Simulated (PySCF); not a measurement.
# H6MnO6 (Mn(OH)6): the cost of one run

Programs: PySCF 2.14.0, with routines of our own; each step states its level. All values are computed. Atoms count from 0.

### Step 1. The starting structure

13 atoms, charge 0, states of the metal's open shell are computed; geometry from: model geometry, bond lengths from ionic radii.

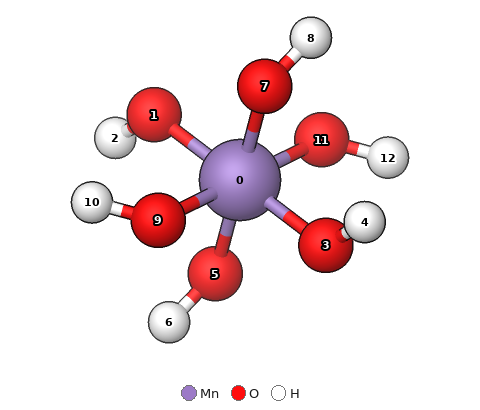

The starting geometry (manganese light purple, oxygen red, hydrogen white); sticks join atoms by distance alone.

### Step 2. Ligand-field states: state-averaged CASSCF

The job: settings as JSON, then the geometry in Å.

```
{"job": {"kind": "lf", "basis": {"metal": "x2c-TZVPall", "ligand": "x2c-SVPall"}, "nevpt": true}, "charge": 0, "metal": "Mn", "open_shell": "d1"}
Mn     0.000000     0.000000     0.000000
O      0.000000     0.000000     1.705000
H      0.800000     0.000000     2.245000
O      0.000000     0.000000    -1.705000
H     -0.800000     0.000000    -2.245000
O      1.705000     0.000000     0.000000
H      2.245000     0.800000     0.000000
O     -1.705000     0.000000     0.000000
H     -2.245000    -0.800000     0.000000
O      0.000000     1.705000     0.000000
H      0.000000     2.245000     0.800000
O     -0.000000    -1.705000     0.000000
H     -0.000000    -2.245000    -0.800000
```

With the program's defaults for keys left out, this is: state-averaged CASSCF of the metal d shell, SC-NEVPT2 on the averaged canonical orbitals, state-interaction spin-orbit coupling.

Command:

```sh
> OMP_NUM_THREADS=1 python lf_run.py task.json out
```

This one command runs all jobs of the session in turn.

**Question.** How long does this first job take on 1 thread of Intel Xeon Platinum 8488C, shared host, and how much memory does it need?

About 15 s, with a peak of 0.36 GiB.
